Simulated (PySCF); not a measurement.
# H7HfNO3Si ((OH)3Hf-NH-SiH3): the cost of one run

Programs: PySCF 2.14.0, with routines of our own; each step states its level. All values are computed. Atoms count from 0.

### Step 1. The starting structure

13 atoms, charge 0, multiplicity 1; geometry from: GFN2-xTB.

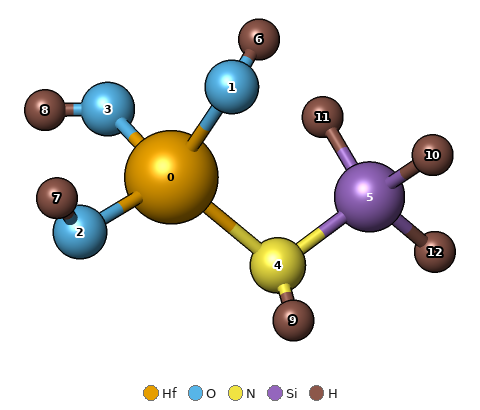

The starting geometry (hafnium amber, oxygen blue, nitrogen yellow, silicon purple, hydrogen brown); sticks join atoms by distance alone.

### Step 2. Geometry optimisation at PBE0-D3(BJ)/def2-SVP

The job: settings as JSON, then the geometry in Å.

```
{"job": {"xc": "PBE0", "basis": "def2-SVP", "d3": "d3bj", "grid": 1, "maxiter": 30, "shake": 0.03, "kind": "geom"}, "charge": 0, "multiplicity": 1}
Hf     0.836980     0.380150     0.322430
O     -0.606030     1.585640     0.888620
O      2.265540     1.478220     0.026920
O      1.306770    -0.604280     1.783300
N      0.099960    -0.552620    -1.351660
Si    -1.460070    -1.139030    -0.968090
H     -1.214230     1.101290     1.404490
H      2.275200     2.360250     0.465070
H      2.102710    -0.419000     2.148180
H      0.214440    -0.163800    -2.229920
H     -2.609430    -0.204040    -0.999190
H     -1.315360    -1.669040     0.456220
H     -1.865840    -2.205850    -1.924190
```

Run with:

```console
OMP_NUM_THREADS=1 python heavy_run.py task.json out
```

This one command runs all jobs of the session in turn.

Q: Estimate the wall time and peak memory of this first job on 1 thread of Intel Xeon 6975P-C, shared host.

About 3.2 min, with a peak of 0.59 GiB.
